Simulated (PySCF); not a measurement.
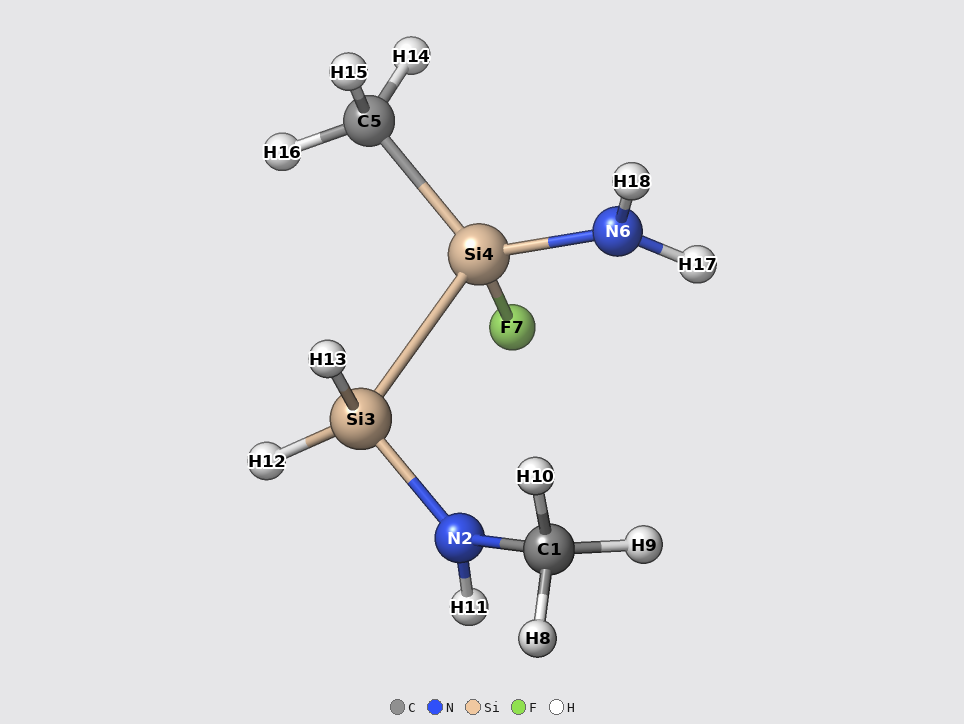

State: charge +1, doublet. The computed structure is the end point of a GFN2-xTB optimisation. No frequency run is at hand to confirm it as a minimum. Method: UKS B3LYP, pcH-1 on C F H N Si, non-relativistic (PySCF 2.14.0). Fermi-contact and spin-dipolar terms alone, no spin-orbit part.

Question: Which nucleus has the largest dipolar (anisotropic) hyperfine coupling?

Answer: 19F at F7: principal values −47.7, −41.8, 89.6 MHz.

List the isotropic and dipolar parts for the most strongly coupled nuclei, one of each equivalent set.

```
atom  isotope  a_iso (MHz)  dipolar part (MHz)
  F7      19F         31.3  −47.7, −41.8, 89.6
 Si4     29Si        −57.6   −46.2, 21.8, 24.4
  N2      14N         17.6  −19.8, −19.6, 39.3
 Si3     29Si          7.5   −37.0, 18.2, 18.8
 H11       1H        −28.1   −22.5, −5.5, 28.1
  C5      13C         48.7    −9.6, −9.3, 18.9
  N6      14N          9.7    −6.7, −6.5, 13.2
 H18       1H         −8.3     −7.8, −2.1, 9.9
```

The geometry is semi-empirical. Around Si such bond lengths and angles can be off by a tenth of an ångström or more and by several degrees, and values that hang on the shape move with them.
